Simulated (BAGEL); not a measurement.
# B3LYP/cc-pVDZ (density fitting with qzvpp-jkfit) run of CH6ClNSi (SMILES CN[SiH2]Cl)

Aim: the energy change on altering one bond length of CH6ClNSi at B3LYP/cc-pVDZ (density fitting with qzvpp-jkfit), from 2 runs. 

Program for the calculation: BAGEL 1.2.2.

**1. The molecule**

CH6ClNSi: 10 atoms, total charge 0, spin state singlet. As SMILES, `CN[SiH2]Cl`. Geometry: relaxed at PBE0-D4/def2-TZVP. This is one conformer, not always the lowest.

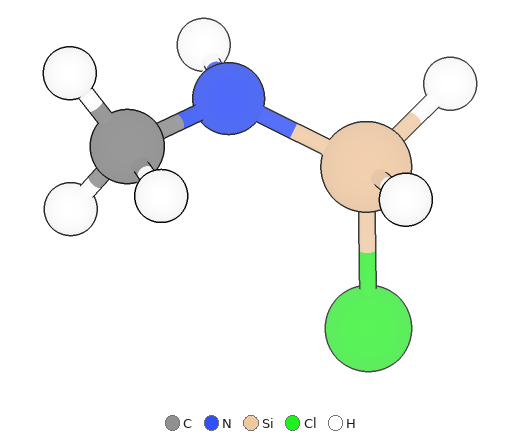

Viewed from a chosen angle; carbon grey, nitrogen blue, silicon light orange, chlorine green, hydrogen white.

**2. The energy at B3LYP/cc-pVDZ (density fitting with qzvpp-jkfit)**

job.json reads:

```json
{ "bagel": [

{
  "title": "molecule",
  "basis": "cc-pvdz.json",
  "df_basis": "qzvpp-jkfit",
  "angstrom": true,
  "geometry": [
    { "atom": "C", "xyz": [      -0.242300,       1.264400,       0.564800 ] },
    { "atom": "N", "xyz": [      -0.436700,       0.246400,      -0.448800 ] },
    { "atom": "Si", "xyz": [       0.477700,      -1.180400,      -0.542000 ] },
    { "atom": "Cl", "xyz": [       0.138000,      -2.533300,       0.993900 ] },
    { "atom": "H", "xyz": [      -0.833400,       1.088300,       1.470800 ] },
    { "atom": "H", "xyz": [      -0.494100,       2.254000,       0.174500 ] },
    { "atom": "H", "xyz": [       0.810100,       1.289000,       0.857400 ] },
    { "atom": "H", "xyz": [      -1.369300,       0.230400,      -0.831400 ] },
    { "atom": "H", "xyz": [       0.120300,      -1.874000,      -1.798300 ] },
    { "atom": "H", "xyz": [       1.912700,      -0.835900,      -0.438000 ] }
  ]
},

{ "title": "ks", "xc_func": "b3lyp" },

{ "title": "print", "file": "orbitals.molden", "orbitals": true }

]}
```

The basis set cc-pVDZ is read from a file made from the Basis Set Exchange's data (not shown).

Run with:

```bash
$ BAGEL_NUM_THREADS=1 BAGEL job.json > job.out
```

The log of the run:

```text
* using 1 threads per process

  ===============================================================
  ===============================================================

  *** Geometry ***

  { "atom" : "C", "xyz" : [     -0.457881,      2.389370,      1.067317 ] },
  { "atom" : "N", "xyz" : [     -0.825243,      0.465629,     -0.848109 ] },
  { "atom" : "Si", "xyz" : [      0.902722,     -2.230633,     -1.024232 ] },
  { "atom" : "Cl", "xyz" : [      0.260782,     -4.787243,      1.878199 ] },
  { "atom" : "H", "xyz" : [     -1.574898,      2.056589,      2.779409 ] },
  { "atom" : "H", "xyz" : [     -0.933714,      4.259443,      0.329757 ] },
  { "atom" : "H", "xyz" : [      1.530867,      2.435857,      1.620251 ] },
  { "atom" : "H", "xyz" : [     -2.587602,      0.435393,     -1.571118 ] },
  { "atom" : "H", "xyz" : [      0.227334,     -3.541347,     -3.398294 ] },
  { "atom" : "H", "xyz" : [      3.614479,     -1.579622,     -0.827700 ] },

  Number of auxiliary basis functions:      516

  Since a DF basis is specified, we compute 2- and 3-index integrals:
    o Being stored without compression. Storage requirement is 0.036 GB

  Number of basis functions:       94
  Number of electrons      :       50

    * METHOD: MOLECULE                             0.24

  *** Kohn-Sham DFT ***

    * Removing 19085 points whose weight is below 1.00e-10
    * Grid points: 129975

  === Nuclear Repulsion ===
   218.5267219920

       - DIIS with orbital gradients will be used.

  === KS iteration (b3lyp / cc-pvdz.json) ===
      0       -811.88274057          0.07828392           0.50
      1       -763.12251186          0.18277315           0.46
      2       -745.45380947          0.11293220           0.46
      3       -789.76788597          0.16546403           0.47
      4       -823.98769281          0.08491169           0.45
      5       -846.08782087          0.01520733           0.47
      6       -846.19183084          0.00957391           0.46
      7       -846.24304220          0.00393092           0.45
      8       -846.25777031          0.00125422           0.47
      9       -846.25931321          0.00074592           0.46
     10       -846.25967686          0.00034458           0.47
     11       -846.25975377          0.00003104           0.47
     12       -846.25975425          0.00001144           0.47
     13       -846.25975431          0.00000504           0.45
     14       -846.25975432          0.00000060           0.45
     15       -846.25975432          0.00000033           0.44
     16       -846.25975432          0.00000018           0.47
     17       -846.25975432          0.00000004           0.46
     18       -846.25975432          0.00000001           0.47
     19       -846.25975432          0.00000001           0.47
    * SCF iteration converged.

    * Permanent dipole moment:
           (    0.311044,    -0.818327,     0.310329) a.u.

    * METHOD: KS                                  10.05

    * METHOD: PRINT                                0.01

  ===============================================================
```

Run time: 11 s. Hardware: 1 thread of Intel Xeon 6975P-C (Granite Rapids), shared host; peak memory 0.58 GiB.

**3. The distorted shape**

input.json reads:

```json
{ "bagel": [

{
  "title": "molecule",
  "basis": "cc-pvdz.json",
  "df_basis": "qzvpp-jkfit",
  "angstrom": true,
  "geometry": [
    { "atom": "C", "xyz": [      -0.072446,       1.940867,      -0.203169 ] },
    { "atom": "N", "xyz": [      -0.266846,       0.922867,      -1.216769 ] },
    { "atom": "Si", "xyz": [       0.647554,      -0.503933,      -1.309969 ] },
    { "atom": "Cl", "xyz": [       0.138000,      -2.533300,       0.993900 ] },
    { "atom": "H", "xyz": [      -0.663546,       1.764767,       0.702831 ] },
    { "atom": "H", "xyz": [      -0.324246,       2.930467,      -0.593469 ] },
    { "atom": "H", "xyz": [       0.979954,       1.965467,       0.089431 ] },
    { "atom": "H", "xyz": [      -1.199446,       0.906867,      -1.599369 ] },
    { "atom": "H", "xyz": [       0.290154,      -1.197533,      -2.566269 ] },
    { "atom": "H", "xyz": [       2.082554,      -0.159433,      -1.205969 ] }
  ]
},

{ "title": "ks", "xc_func": "b3lyp" },

{ "title": "print", "file": "orbitals.molden", "orbitals": true }

]}
```

The basis set cc-pVDZ is read from a file made from the Basis Set Exchange's data (not shown).

Run with:

```bash
$ BAGEL_NUM_THREADS=1 BAGEL input.json > input.out
```

The log of the run:

```text
* using 1 threads per process

  ===============================================================
  ===============================================================

  *** Geometry ***

  { "atom" : "C", "xyz" : [     -0.136903,      3.667707,     -0.383934 ] },
  { "atom" : "N", "xyz" : [     -0.504266,      1.743966,     -2.299360 ] },
  { "atom" : "Si", "xyz" : [      1.223700,     -0.952295,     -2.475483 ] },
  { "atom" : "Cl", "xyz" : [      0.260782,     -4.787243,      1.878199 ] },
  { "atom" : "H", "xyz" : [     -1.253920,      3.334926,      1.328158 ] },
  { "atom" : "H", "xyz" : [     -0.612736,      5.537780,     -1.121494 ] },
  { "atom" : "H", "xyz" : [      1.851845,      3.714194,      0.169000 ] },
  { "atom" : "H", "xyz" : [     -2.266624,      1.713730,     -3.022369 ] },
  { "atom" : "H", "xyz" : [      0.548312,     -2.263009,     -4.849546 ] },
  { "atom" : "H", "xyz" : [      3.935457,     -0.301285,     -2.278951 ] },

  Number of auxiliary basis functions:      516

  Since a DF basis is specified, we compute 2- and 3-index integrals:
    o Being stored without compression. Storage requirement is 0.036 GB

  Number of basis functions:       94
  Number of electrons      :       50

    * METHOD: MOLECULE                             0.23

  *** Kohn-Sham DFT ***

    * Removing 17997 points whose weight is below 1.00e-10
    * Grid points: 131063

  === Nuclear Repulsion ===
   188.3707142656

       - DIIS with orbital gradients will be used.

  === KS iteration (b3lyp / cc-pvdz.json) ===
      0       -819.69918873          0.07969491           0.49
      1       -775.41917620          0.16312757           0.47
      2       -786.79670275          0.08912914           0.46
      3       -807.85814966          0.13650576           0.49
      4       -829.23530396          0.05773843           0.48
      5       -843.29164823          0.05066915           0.47
      6       -845.70435957          0.01684551           0.46
      7       -846.04366295          0.00888015           0.47
      8       -846.14444403          0.00515028           0.46
      9       -846.16886377          0.00281423           0.45
     10       -846.16691772          0.00315781           0.50
     11       -846.18263258          0.00030754           0.45
     12       -846.18269185          0.00010433           0.46
     13       -846.18270022          0.00002418           0.48
     14       -846.18270063          0.00000748           0.47
     15       -846.18270068          0.00000292           0.45
     16       -846.18270068          0.00000272           0.48
     17       -846.18270069          0.00000047           0.46
     18       -846.18270069          0.00000011           0.45
     19       -846.18270069          0.00000004           0.47
     20       -846.18270069          0.00000001           0.46
     21       -846.18270069          0.00000000           0.46
    * SCF iteration converged.

    * Permanent dipole moment:
           (    0.113449,    -2.400743,     1.665255) a.u.

    * METHOD: KS                                  11.10

    * METHOD: PRINT                                0.01

  ===============================================================
```

It took 12 s on 1 thread of Intel Xeon 6975P-C (Granite Rapids), shared host; peak memory 0.58 GiB.

**4. Outcome**

At B3LYP/cc-pVDZ (density fitting with qzvpp-jkfit):

| quantity | value |
| --- | --- |
| first shape: total energy | -846.25975 Eh |
| first shape: dipole moment | 2.36 D |
| first shape: HOMO energy | -6.88 eV |
| first shape: LUMO energy | 0.91 eV |
| first shape: HOMO–LUMO gap | 7.79 eV |
| distorted shape: total energy | -846.18270 Eh |
| distorted shape: dipole moment | 7.43 D |
| distorted shape: HOMO energy | -6.40 eV |
| distorted shape: LUMO energy | -2.93 eV |
| distorted shape: HOMO–LUMO gap | 3.47 eV |
| energy change with the Si3–Cl4 bond stretched from 2.075 to 3.112 Å | 2.097 eV |

One bond (distorted shape) is far stretched, which a spin-restricted single reference describes badly; a broken-symmetry solution may lie lower. With the Si3–Cl4 bond stretched from 2.075 to 3.112 Å the energy rises by 2.10 eV (202 kJ/mol). The first shape isn't relaxed at this level, so the change isn't measured from a minimum. A restricted reference can't describe the breaking bond well at this length.
